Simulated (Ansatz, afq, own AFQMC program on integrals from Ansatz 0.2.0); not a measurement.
# GeH4+ (doublet): AFQMC on the coupled-cluster ladder, cc-pVDZ, part 2 of 2

Ansatz 0.2.0, Gaussian basis, and an in-house AFQMC program (afq) on its integrals; all values are calculated; cc-pVDZ, frozen cores.

## (9) CCSDT(Q) on UHF

File in.yaml:

```yaml
crystal:
  periodic: [false, false, false]
  atoms:
    - {symbol: Ge, position_ang: [0.000000, 0.000000, 0.000000]}
    - {symbol: H, position_ang: [0.561303, 1.033925, 1.032591]}
    - {symbol: H, position_ang: [-0.569863, -1.029690, 1.032135]}
    - {symbol: H, position_ang: [-0.559224, 1.030817, -1.036818]}
    - {symbol: H, position_ang: [0.567783, -1.035053, -1.027908]}
basis:
  gaussian: {orbitals: cc-pVDZ}
total_charge: 1
magnetization: {spin_polarized: true, initial_magnetization: 1}
correlation: {method: ccsdt_q, electrons: outside_noble_gas}
```

Run with:

```console
$ ansatz run in.yaml --threads 1 --pin off --events-out ev --progress --plain --max-ram 1843MiB
```

What it wrote (excerpt; [...] marks lines left out):

```text
Functional definition: HF
  name "HF"
  cite "Fock, Z. Phys. 61, 126 (1930) doi:10.1007/BF01340294"
  parent pbe
[...]
938 factors; integrals over basis functions are off by at most 1.1e-7 eV
[...]
mean field -56524.28335640 eV, -2077.2290998125 hartree, gradient 9.1e-7 eV, S^2 0.794187; 4 other end points of the search recorded, 0 dependent functions left out
determinant -56524.28335640 eV, -2077.2290998125 hartree, with singles and doubles -56527.84362341 eV, -2077.3599372116 hartree
determinant -56522.46747239 eV, -2077.1623673060 hartree, with singles and doubles -56525.84993453 eV, -2077.2866704967 hartree
14 core orbitals not correlated: weight in the atoms' cores, before any rotation towards them, 0.999 or more for the frozen orbitals, at most 0.001 for the correlated occupied ones
reference -56524.28335640 eV, -2077.2290998125 hartree; 4, 3 occupied and 29, 30 virtual orbitals, 938 factors
second order -2.67536028 eV of doubles, -0.00000000 eV of singles
cycle   1  -3.24251803 eV  change   -5.7e-1 eV  update   7.1e-2
[...]
cycle  14  -3.67418288 eV  change    3.3e-7 eV  update   1.4e-7
perturbative correction -0.00269573 eV, -0.0000990663 hartree
Total energy: -56527.96023501 eV, -2077.3642226091 hartree
```

Wall time 4.3 s (1 thread of Intel Xeon 6975P-C (Granite Rapids), shared host).

From the report: ⟨S²⟩ of the determinant 0.794 (pure doublet: 0.75); correlation -3.6769 eV; T1 0.025; largest double amplitude 0.07.

## (10) Phaseless AFQMC, CISD trial on UHF

It reads the integrals that the CCSD(T) run on this determinant wrote.

Run with:

```console
$ afq ham --method phaseless --trial cisd --walkers 60 --populations 1 --least-time 40 --time-step 0.005 --steps-per-block 50 --equilibration-blocks 28 --max-blocks 300 --target-error 0.00032 --factor-cut 1e-05 --start spin_pure --seed 5119 --release-times 0.24,0.5,1,1.5 --release-step 0.02 --release-every 4 --taylor-order 6
```

What it wrote:

```text
orbitals 33  electrons 4 3  factors 264 of 497
reference energy -2077.22909545 Eh
CCSD correlation -0.13084350 Eh in 11 cycles, weight of the determinant in the CISD state 0.9031
energy of the start -2077.359045 Eh
 block  time / (1/Eh)  mean weight  energy / Eh
     1     0.250  1.0010  -2077.358575
     2     0.500  0.9995  -2077.359455
     3     0.750  1.0006  -2077.360126
     4     1.000  1.0008  -2077.361170
     5     1.250  1.0014  -2077.360986
     6     1.500  1.0004  -2077.360907
     7     1.750  0.9991  -2077.362110
     8     2.000  0.9996  -2077.362426
     9     2.250  0.9989  -2077.363553
    10     2.500  0.9994  -2077.362727
    13     3.250  0.9999  -2077.364377
    17     4.250  1.0001  -2077.362280
    21     5.250  0.9992  -2077.362528
    25     6.250  1.0013  -2077.366310
    29     7.250  1.0010  -2077.363980
    33     8.250  1.0004  -2077.363571
    37     9.250  1.0016  -2077.364471
    41    10.250  0.9999  -2077.364685
    45    11.250  0.9987  -2077.364377
    49    12.250  1.0009  -2077.362553
    53    13.250  0.9997  -2077.363492
    57    14.250  0.9979  -2077.364929
    61    15.250  1.0019  -2077.367259
    65    16.250  0.9998  -2077.363214
    69    17.250  0.9991  -2077.363277
    73    18.250  1.0012  -2077.363720
    77    19.250  1.0008  -2077.364395
    81    20.250  0.9992  -2077.366357
    85    21.250  0.9994  -2077.364346
    89    22.250  1.0012  -2077.365122
    93    23.250  0.9982  -2077.361726
    97    24.250  0.9983  -2077.362059
   101    25.250  1.0011  -2077.363065
   105    26.250  0.9995  -2077.361412
   109    27.250  0.9993  -2077.363079
   113    28.250  1.0019  -2077.360844
   117    29.250  1.0004  -2077.361724
   121    30.250  0.9997  -2077.366500
   125    31.250  0.9998  -2077.364154
   129    32.250  1.0000  -2077.363622
   133    33.250  1.0000  -2077.363412
   137    34.250  0.9996  -2077.363938
   141    35.250  1.0003  -2077.362059
   145    36.250  1.0002  -2077.365386
   149    37.250  0.9998  -2077.365987
   153    38.250  0.9993  -2077.364016
   157    39.250  1.0002  -2077.362080
   161    40.250  1.0013  -2077.362376
   165    41.250  0.9998  -2077.362790
   169    42.250  1.0001  -2077.362888
   173    43.250  1.0011  -2077.363060
   177    44.250  0.9998  -2077.362714
   181    45.250  1.0004  -2077.361686
   185    46.250  1.0004  -2077.363732
blocks merged  error / Eh  count
     1  0.000117  160
     2  0.000151  80
     4  0.000198  40
     8  0.000222  20
    16  0.000259  10
released: time / (1/Eh)  energy / Eh  error  mean overlap
  0.24  -2077.363667  0.000193  0.9882
  0.50  -2077.363618  0.000177  0.9943
  1.00  -2077.363866  0.000196  0.9848
  1.50  -2077.364075  0.000242  0.9669
energy -2077.363514 +/- 0.000222 Eh
```

Wall time 2 min (1 thread of Intel Xeon 6975P-C (Granite Rapids), shared host).

Energy -56527.9409 ± 0.0060 eV. Caveats: constraint bias not in the error.

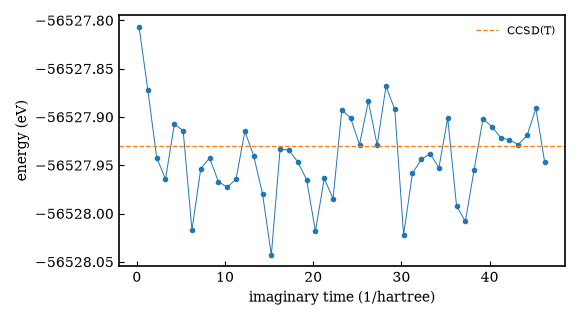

Block energies along the walk.

## (11) Phaseless AFQMC, single-determinant trial on UHF

It reads the integrals that the CCSD(T) run on this determinant wrote.

Run with:

```console
$ afq ham --method phaseless --trial hf --walkers 120 --populations 1 --least-time 40 --time-step 0.005 --steps-per-block 20 --equilibration-blocks 112 --max-blocks 600 --target-error 0.0009600000000000001 --factor-cut 1e-05 --start spin_pure --seed 7383 --taylor-order 6
```

What it wrote:

```text
orbitals 33  electrons 4 3  factors 264 of 497
reference energy -2077.22909545 Eh
CCSD correlation -0.13084350 Eh in 11 cycles, weight of the determinant in the CISD state 0.9031
energy of the start -2077.230155 Eh
 block  time / (1/Eh)  mean weight  energy / Eh
     1     0.100  1.0019  -2077.251539
     2     0.200  1.0007  -2077.267437
     3     0.300  1.0005  -2077.284710
     4     0.400  1.0015  -2077.292295
     5     0.500  1.0009  -2077.298953
     6     0.600  1.0001  -2077.308175
     7     0.700  1.0011  -2077.318121
     8     0.800  1.0005  -2077.320110
     9     0.900  0.9999  -2077.328119
    10     1.000  1.0006  -2077.331637
    18     1.800  1.0005  -2077.340941
    35     3.500  0.9997  -2077.373653
    52     5.200  1.0007  -2077.362822
    69     6.900  0.9984  -2077.360085
    86     8.600  0.9991  -2077.361006
   103    10.300  0.9992  -2077.367196
   120    12.000  0.9997  -2077.362637
   137    13.700  1.0002  -2077.361937
   154    15.400  0.9991  -2077.360157
   171    17.100  0.9990  -2077.355498
   188    18.800  1.0006  -2077.359171
   205    20.500  0.9994  -2077.344677
   222    22.200  0.9995  -2077.355779
   239    23.900  1.0011  -2077.356069
   256    25.600  1.0009  -2077.386569
   273    27.300  0.9992  -2077.368461
   290    29.000  1.0000  -2077.362462
   307    30.700  1.0001  -2077.355459
   324    32.400  0.9998  -2077.369389
   341    34.100  1.0000  -2077.354034
   358    35.800  1.0009  -2077.357618
   375    37.500  1.0007  -2077.357916
   392    39.200  1.0005  -2077.357558
   409    40.900  1.0014  -2077.368205
   426    42.600  0.9992  -2077.352710
   443    44.300  0.9999  -2077.351800
   460    46.000  1.0008  -2077.358142
   477    47.700  1.0006  -2077.355130
   494    49.400  1.0005  -2077.360221
   511    51.100  0.9993  -2077.371420
   528    52.800  0.9993  -2077.355204
   545    54.500  1.0005  -2077.361304
   562    56.200  0.9994  -2077.357277
   579    57.900  0.9990  -2077.350806
   596    59.600  1.0008  -2077.345083
   613    61.300  0.9994  -2077.353494
   630    63.000  1.0014  -2077.352346
   647    64.700  1.0004  -2077.365159
   664    66.400  0.9996  -2077.358179
   681    68.100  0.9999  -2077.368628
   698    69.800  0.9996  -2077.350823
blocks merged  error / Eh  count
     1  0.000354  600
     2  0.000473  300
     4  0.000634  150
     8  0.000837  75
    16  0.001042  37
    32  0.001051  18
    64  0.001105  9
energy -2077.358022 +/- 0.001051 Eh
```

Wall time 1.9 min (1 thread of Intel Xeon 6975P-C (Granite Rapids), shared host).

Energy -56527.7915 ± 0.0286 eV. Caveats: constraint bias not in the error.

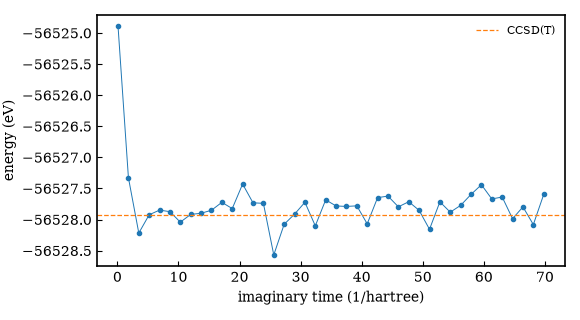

Block energies along the walk.

## (12) Free-projection AFQMC, CISD trial on UHF

It reads the integrals that the CCSD(T) run on this determinant wrote.

Run with:

```console
$ afq ham --method free --trial cisd --walkers 60 --time-step 0.03 --max-blocks 80 --target-error 0.00032 --factor-cut 1e-05 --seed 4130 --times 0,0.3,0.6,1.2,1.8,2.4,3.6,4.8,6 --taylor-order 8
```

What it wrote:

```text
orbitals 33  electrons 4 3  factors 264 of 497
reference energy -2077.22909545 Eh
CCSD correlation -0.13084350 Eh in 11 cycles, weight of the determinant in the CISD state 0.9031
repeat  energy at the last time / Eh  error
    10  -2077.363830  0.000698
    20  -2077.364145  0.000509
    30  -2077.363675  0.000385
    40  -2077.363979  0.000338
    50  -2077.364154  0.000332
    60  -2077.364254  0.000308
time / (1/Eh)  energy / Eh  error  mean overlap
  0.00  -2077.359895  0.000045  1.1068
  0.30  -2077.361868  0.000075  1.1050
  0.60  -2077.362829  0.000108  1.1041
  1.20  -2077.363617  0.000130  1.1051
  1.80  -2077.363850  0.000113  1.1143
  2.40  -2077.363982  0.000119  1.1197
  3.60  -2077.363914  0.000201  1.1471
  4.80  -2077.363922  0.000259  1.1810
  6.00  -2077.364207  0.000304  1.1672
energy -2077.364207 +/- 0.000304 Eh
```

It took 2.3 min on 1 thread of Intel Xeon 6975P-C (Granite Rapids), shared host.

Energy -56527.9598 ± 0.0083 eV. Caveats: remainder of the start not in the error.

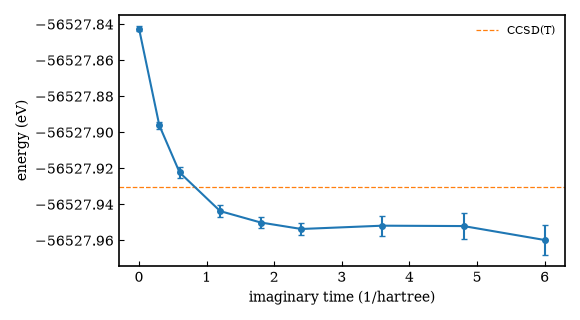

Energy against projection time, with error bars.

## (13) AFQMC on the ladder

On the UHF determinant, counted from CCSDT(Q) (a yardstick, not exact):

| level | energy (eV) | from CCSDT(Q) (kcal/mol) | statistical error (kcal/mol) | time |
| --- | --- | --- | --- | --- |
| HF | -56524.2832 | +84.79 |  |  |
| MP2 | -56526.9586 | +23.10 |  |  |
| CCSD | -56527.8437 | +2.69 |  |  |
| CCSD(T) | -56527.9304 | +0.69 |  |  |
| CCSDT(Q) | -56527.9602 | 0.00 |  |  |
| Phaseless AFQMC, CISD trial, step 0.005, 60 walkers | -56527.9409 | +0.44 | 0.14 | 2 min |
| Phaseless AFQMC, single-determinant trial, step 0.005, 120 walkers | -56527.7915 | +3.89 | 0.66 | 1.9 min |
| Free-projection AFQMC, CISD trial, step 0.03, 60 walkers | -56527.9598 | +0.01 | 0.19 | 2.3 min |

The functionals' totals stand on their own zeros and serve differences with other points: PBE -56561.919 eV; r2SCAN -56570.307 eV; PBE0 -56563.368 eV; B3LYP -56572.048 eV; wB97M-V -56566.793 eV; B2PLYP -56558.865 eV.

## (14) Results

This closing draws on all 2 parts.

| quantity | value |
| --- | --- |
| CCSD(T) on UHF from CCSDT(Q) | +0.69 kcal/mol |
| Phaseless AFQMC, CISD trial on UHF from CCSDT(Q) | +0.44 ± 0.14 kcal/mol |
| Phaseless AFQMC, single-determinant trial on UHF from CCSDT(Q) | +3.89 ± 0.66 kcal/mol |
| Free-projection AFQMC, CISD trial on UHF from CCSDT(Q) | +0.01 ± 0.19 kcal/mol |

In words: On UHF the phaseless walk with the CISD trial lies +0.44 kcal/mol from CCSDT(Q), 3 times its error bar. A single-determinant trial moves the result by +3.45 kcal/mol. Free projection has no constraint; at the last time it gives +0.01 ± 0.19 kcal/mol, and from a start that isn't spin pure other spins can mix in. Error bars are statistical and leave out the constraint, the time step and what remains of the start.
